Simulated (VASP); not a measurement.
Band structure of WC (relaxed from the CsCl type structure, space group Pm-3m). All values below come from r2SCAN meta-GGA, VASP's PBE PAW potentials (set 64) (plane waves; VASP).

Unless said otherwise, spin-orbit coupling is left out, though it shifts the bands of the heavy elements here.

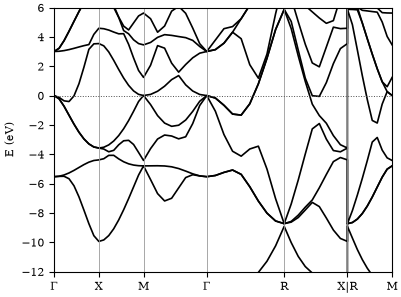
Figure: Bands along high-symmetry lines, zero at the valence-band maximum or, without a gap, the Fermi level

**Question.** Read the plot: is there a gap, and where are the band edges?

**Answer.** It has no gap at this level: it comes out as a metal or semimetal.

The structure was generated: WC was put into the CsCl type type (Pm-3m), which need not be its known phase. It was relaxed first, which changed the volume by -32 %.
